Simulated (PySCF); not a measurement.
C5HF3N2O (SMILES C#Cc1nnc(C(F)(F)F)o1)

```xyz
12

C     3.5719    0.5196   -0.0253
C     2.4342    0.1624    0.1131
C     1.0998   -0.2432    0.2650
N     0.6604   -1.2763    0.9269
N    -0.6661   -1.2857    0.8095
C    -0.9876   -0.2634    0.0853
C    -2.3579    0.1656   -0.3330
F    -3.2954   -0.6497    0.1341
F    -2.4739    0.1961   -1.6673
F    -2.6375    1.3999    0.1064
O     0.0828    0.4506   -0.3005
H     4.5705    0.8234   -0.1402
```

Geometry: GFN2-xTB.

Computed with PBE0/pcSseg-1, SCF density, gas phase, non-relativistic in PySCF.

Question: What can the converged electron density and electron localisation function tell about the bonding?

Answer: C–C (1.20 Å): ρ at the midpoint is about 2.7 e/Å³; the ELF peaks at about 0.85 between the atoms; a short, multiple covalent bond.
C–N (1.29 Å): ρ is about 2.7 e/Å³ halfway; the ELF peaks at about 0.90 between the atoms: a covalent bond.
C–F (1.33 Å): ρ is about 2.5 e/Å³ halfway; the ELF peaks at about 0.85 between the atoms, as expected for a shared but strongly polarised pair.
N–N (1.33 Å): ρ is about 2.6 e/Å³ halfway; the ELF peaks at about 0.90 between the atoms; a covalent bond.

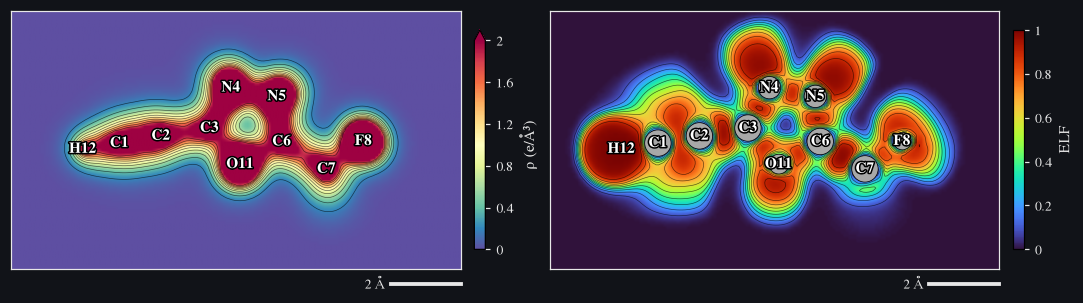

Computed electron density and electron localisation function on the plane of atoms N5, C6 and O11, in this order. Grey discs cover the atomic cores in the ELF map. 
